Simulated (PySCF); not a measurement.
SMILES C[Si](C)(C)SB(O)O (C3H11BO2SSi), GFN2-xTB optimised geometry. Atoms within 1.6 Å of the plane z = 0.0 Å (x, y, z in Å): Si1 (-1.35, -0.25, 0.00), C2 (-1.67, 0.76, 1.58), C3 (-1.66, 0.76, -1.59), C4 (-2.39, -1.85, 0.00), S5 (0.70, -1.01, 0.00), B6 (1.66, 0.51, 0.00), O7 (3.02, 0.51, 0.00), O8 (1.01, 1.70, 0.00), H15 (-2.19, -2.45, 0.88), H16 (-3.45, -1.61, -0.01), H17 (-2.18, -2.46, -0.87), H18 (3.45, -0.34, 0.00), H19 (1.60, 2.46, 0.00).

Method: CAM-B3LYP/def2-SVP (PySCF 2.14.0). Cells within 0.4 Å of a nucleus heavier than hydrogen are left out (blank, or x).

Map of the log10 of the electron density (e/bohr³), floored at −4 on the plane z = 0.0 Å:

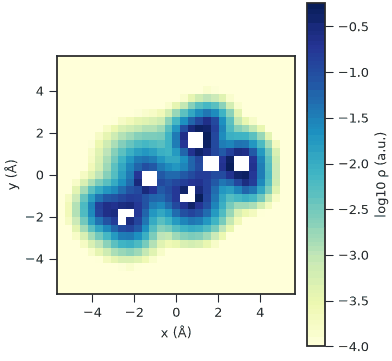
*Log10 of the electron density (e/bohr³), floored at −4 on the plane z = 0.0 Å.*
